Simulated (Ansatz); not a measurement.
# HNO (nitroxyl): MP2/STO-3G

What is the vertical electron affinity of HNO (nitroxyl) at MP2/STO-3G? 

Program for the calculation: Ansatz 0.2.0.

52 further runs of the same task are left out: 1 that didn't finish, 51 set aside as unsound or not needed.

### Step 1. Starting point

HNO has 3 atoms, charge 0, and is taken as a singlet. As SMILES, `N=O`. Geometry: relaxed at GFN2-xTB.

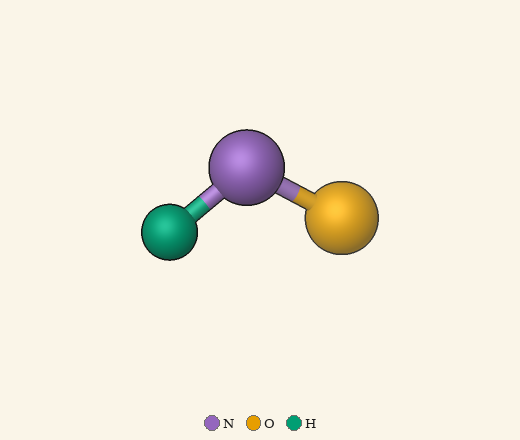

The structure, seen from a chosen angle (nitrogen purple, oxygen amber, hydrogen teal).

### Step 2. The energy at MP2/STO-3G

The input, job.yaml:

```yaml
crystal:
  periodic: [false, false, false]
  atoms:
    - {symbol: "N", position_ang: [-0.275940, 0.297220, -0.114780]}
    - {symbol: O, position_ang: [0.768580, 0.418030, 0.466150]}
    - {symbol: H, position_ang: [-0.492640, -0.715240, -0.351380]}
basis:
  gaussian: {orbitals: STO-3G}
correlation: {method: mp2, frozen_orbitals: {H: 0, "N": 1, O: 1}}
accuracy: high
```

Launch:

```
$ ansatz run job.yaml --threads 1 --pin off --max-ram 2610MiB --events-out events.jsonl --progress --plain --runs-dir runs
```

The log of the run:

```text
Warning: RAYON_NUM_THREADS=1 ignored (pool sized by the plan → 1); use --threads N
Functional definition: HF
  name "HF"
  exchange = exact_x
  correlation = 0
168 factors; integrals over basis functions are off by at most 2.2e-8 eV
mean field evaluation 1: about -3483.5299 eV, gradient 1.8e1 eV
mean field evaluation 2: about -3483.6070 eV, gradient 1.9e1 eV
mean field evaluation 4: about -3484.6583 eV, gradient 1.3e0 eV
mean field evaluation 8: about -3484.6693 eV, gradient 2.2e-2 eV
mean field -3484.66927338 eV, -128.0592338031 hartree, gradient 1.1e-8 eV, S^2 0.000000; 0 other end points of the search recorded, 0 dependent functions left out; unrestricted orbitals would lower it
mean field evaluation 16: about -3484.7162 eV, gradient 8.6e0 eV
2 core orbitals not correlated: weight in the atoms' cores, before any rotation towards them, 1.000 or more for the frozen orbitals, at most 0.000 for the correlated occupied ones
reference -3484.66927338 eV, -128.0592338031 hartree; 6, 6 occupied and 3, 3 virtual orbitals, 168 factors
second order -3.25422883 eV of doubles, -0.00000000 eV of singles
Total energy: -3487.92350221 eV, -128.1788245069 hartree
```

Run time: 0.06 s. Hardware: 1 thread of Arm Neoverse V2, shared host.

### Step 3. The doublet anion, same level

The input, input.yaml:

```yaml
crystal:
  periodic: [false, false, false]
  atoms:
    - {symbol: "N", position_ang: [-0.275940, 0.297220, -0.114780]}
    - {symbol: O, position_ang: [0.768580, 0.418030, 0.466150]}
    - {symbol: H, position_ang: [-0.492640, -0.715240, -0.351380]}
basis:
  gaussian:
    orbitals: STO-3G
total_charge: -1
magnetization:
  spin_polarized: true
  initial_magnetization: 1
correlation:
  method: mp2
  frozen_orbitals: {H: 0, "N": 1, O: 1}
accuracy: high
```

Launch:

```
$ ansatz run input.yaml --threads 1 --pin off --max-ram 2610MiB --events-out events.jsonl --progress --plain --runs-dir runs
```

The log of the run:

```text
Warning: RAYON_NUM_THREADS=1 ignored (pool sized by the plan → 1); use --threads N
[... 4 set-up lines as earlier in the session ...]
168 factors; integrals over basis functions are off by at most 2.2e-8 eV
mean field evaluation 1: about -3478.7159 eV, gradient 6.6e0 eV
mean field evaluation 2: about -3478.8434 eV, gradient 6.7e0 eV
mean field evaluation 4: about -3479.1678 eV, gradient 8.4e-1 eV
mean field evaluation 8: about -3479.1902 eV, gradient 1.8e-4 eV
mean field evaluation 16: about -3479.1897 eV, gradient 2.4e-8 eV
mean field -3479.18968875 eV, -127.8578627820 hartree, gradient 2.4e-8 eV, S^2 0.751962; 0 other end points of the search recorded, 0 dependent functions left out
2 core orbitals not correlated: weight in the atoms' cores, before any rotation towards them, 1.000 or more for the frozen orbitals, at most 0.000 for the correlated occupied ones
reference -3479.18968875 eV, -127.8578627820 hartree; 7, 6 occupied and 2, 3 virtual orbitals, 168 factors
second order -1.58818733 eV of doubles, -0.00000000 eV of singles
Total energy: -3480.77787607 eV, -127.9162275898 hartree
```

Run time: 0.06 s. Hardware: 1 thread of Arm Neoverse V2, shared host.

### Step 4. What came out

At MP2/STO-3G, 2 core orbitals frozen:

| quantity | value |
| --- | --- |
| singlet HNO: total energy | -128.17882 Eh |
| singlet HNO: correlation energy (2 core orbitals frozen) | -119.6 mEh |
| doublet anion: total energy | -127.91623 Eh |
| doublet anion: correlation energy (2 core orbitals frozen) | -58.4 mEh |
| doublet anion: ⟨S²⟩ of the reference determinant | 0.752 |
| vertical electron affinity (to the doublet anion) | -7.146 eV |

The anion lies 7.15 eV (165 kcal/mol) above the neutral: the electron isn't bound at this level, and such a value depends on the basis. Without diffuse functions anions come out too high. In a minimal basis such a difference can be off by several eV, whatever the method. The restricted solution (singlet HNO) is unstable to spin breaking: an unrestricted one lies lower.
